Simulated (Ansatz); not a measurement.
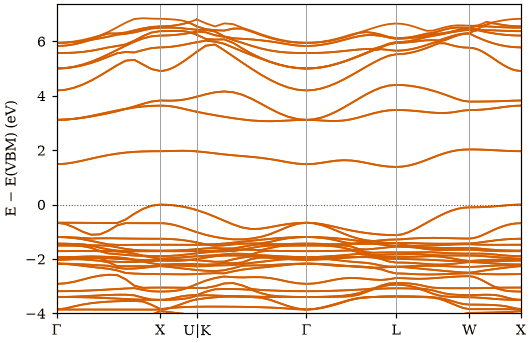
Figure. Band structure from r²SCAN with spin–orbit coupling in the plane-wave PAW code Ansatz

Read off the gap and where the band edges lie.

About 1.4 eV (1.38 eV by a search for the band edges); maximum at X, minimum at L.

The material is Cs₂AgBiBr₆ in space group Fm-3m (No. 225; Cs on 8c, Ag on 4b, Bi on 4a, Br on 24e).

The cell was relaxed with r²SCAN under the symmetry of its start. The run is not spin-polarised.

Potentials: the later of the program's two PAW sets.
